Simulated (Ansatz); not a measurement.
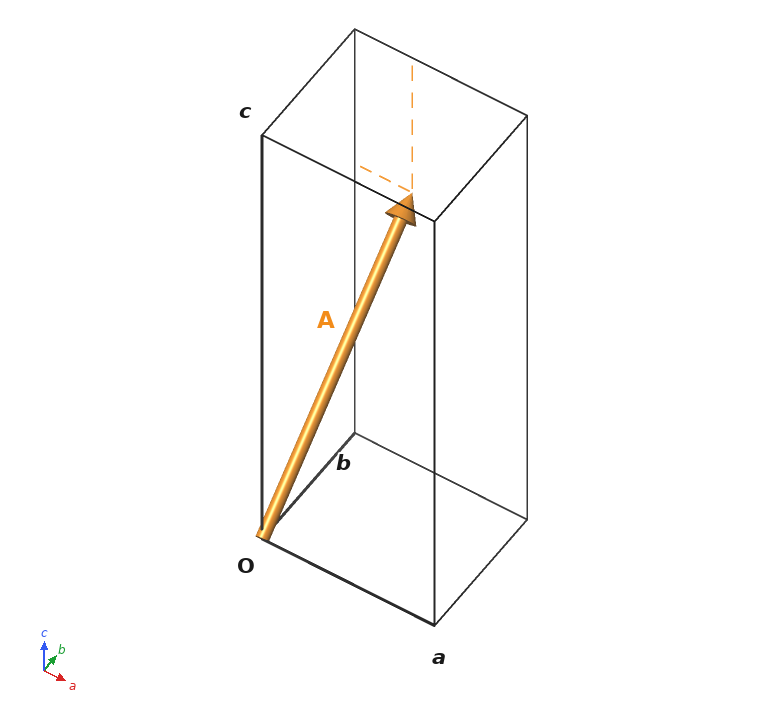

The arrow starts at a corner of the unit cell and ends on its surface; where a tip isn't a corner, dashed lines run from it parallel to the axes. Crystal: BN, a calculation's input that goes back to an entry of the Crystallography Open Database (an earlier step may have relaxed or displaced it). All values are computed from the atomic coordinates in the standard setting (tolerance 0.002 Å).

a = 2.544 Å, b = 2.544 Å, c = 4.208 Å, α = 90.00°, β = 90.00°, γ = 120.00°.

### Index the direction.

Arrow A runs from (0, 0, 0) to (1/3, 1, 2/3), so [1 3 2], in four indices [−1 5 −4 6].

### How long is the vector ua + vb + wc?

10.776 Å.

### In P6₃mc, No. 186, how many directions are equivalent to A (Laue class 6/mmm, both senses counted)?

24.
